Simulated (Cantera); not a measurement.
A closed system holds: 1 mol PbO, 0.53 mol CO, 0.79 mol N₂, equilibrated at 99.0 Pa.

Method: chemical equilibrium by Gibbs-energy minimisation in Cantera with the NASA 1993 tables (ideal gas, pure condensed phases). Candidate condensed phases: C, Pb, PbO, PbO₂, Pb₃O₄; 27 gas species. Mutual solubility and eutectic melting of coexisting phases are not modelled. Gases not in the tables: (PbO)n polymers. The numbers say what is thermodynamically allowed, not how fast it happens.

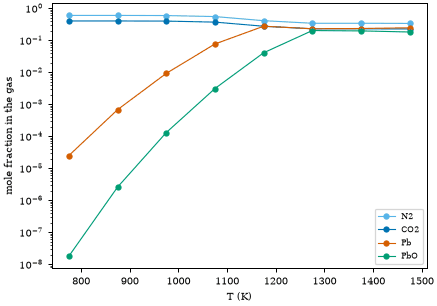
Equilibrium gas composition (values under 1e-9 drawn at 1e-9)

From 775 K to 1075 K the condensed part is Pb(l) + PbO(yellow). At 1175 K the condensed part is PbO(l). From 1275 K to 1475 K nothing is condensed.
